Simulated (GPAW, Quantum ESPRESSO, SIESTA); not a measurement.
# Deformation of the band gap of tetragonal HfO2 under biaxial strain, QE, PBE

Calculated with Quantum ESPRESSO 7.5: PBE; plane waves, GBRV 1.5 ultrasoft, 50/300 Ry; k-mesh 6×6×4. The first two cell vectors are strained alike from typed lattice constants; the third vector's length and the atoms are relaxed. The gap is that between the highest filled and lowest empty Kohn-Sham level on the mesh. The typed cell isn't stress-free: at zero strain the reference's in-plane stress is 0.8 GPa, compression positive.

| in-plane strain (%) | gap on the mesh (eV) |
| --- | --- |
| -4 | ? |
| -3 | 4.712 |
| -2 | 4.718 |
| -1 | 4.714 |
| 0 | 4.702 |
| +1 | 4.574 |
| +2 | 4.361 |
| +3 | 4.153 |
| +4 | 3.955 |

The structure was built from a prototype and need not be the compound's stable phase.

**Question.** Fit a second-order form in the logarithmic strain to the rows given and extrapolate to the withheld row.

Worked fit:

With u = ln[(1 + ε)/(1 + ε0)], counted from the row at ε0 = +0 % where y0 = 4.702, a second-order form y = y0 + a u + b u² makes v = (y − y0)/u a line in u.

| u | v |
| --- | --- |
| -0.0304592 | -0.328308 |
| -0.0202027 | -0.791973 |
| -0.0100503 | -1.19399 |
| 0.00995033 | -12.8639 |
| 0.0198026 | -17.2199 |
| 0.0295588 | -18.5731 |
| 0.0392207 | -19.0461 |

With n = 7: mean u = 0.00540289, mean v = -10.0025, Σ(u − ū)² = 0.0041357, Σ(u − ū)(v − v̄) = -1.3487. Slope b = -1.3487 / 0.0041357 = -326.11; intercept a = v̄ − b ū = -8.2405.

At the withheld row u = -0.04082, v = a + b u = 5.072, and y = y0 + u v.

Prediction at -4: 4.495 eV. The run gave 4.689 eV, so the fit is low by 0.19 eV (4.1 % of the value).

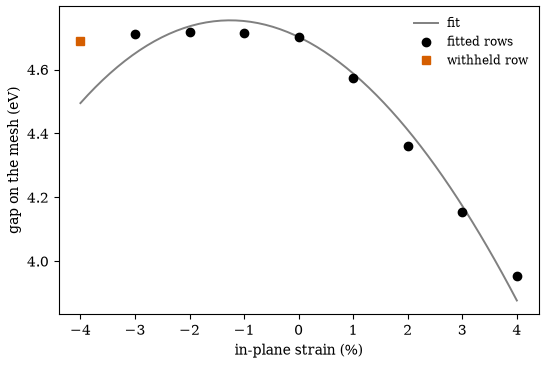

The fit, the rows that it rests on and the withheld row.

The first-order term, -8.24 eV per unit of ln(1 + ε), is the slope of the fitted parabola at ε0; it is a deformation potential only where one valley holds the gap over the whole range, and a kink or a flat stretch in the table makes it differ from the local slope. The second-order term makes up 262 % of v at the withheld row. Among the rows given, the largest miss of the fit is at +4, by 0.078 eV (10 % of the range of the table).

Limits: The nuclei are static. The DFT runs use Fermi–Dirac occupations of width 0.01 eV, and energies are free energies. Tetragonal HfO2 is a high-temperature form. The mesh holds the band edges only if they lie on it, and semilocal functionals put gaps under measured ones. The rows don't follow a smooth parabola (r.m.s. departure 3.7 % of their range), so v is no line in u and the first-order term is poorly fixed; a kink, the k-mesh or scatter of the relaxations can each do this.

[Hosts, paths, dates, database ids (printed as entryN), source tags and the programs' standing remarks are cut or masked in the printed files.]
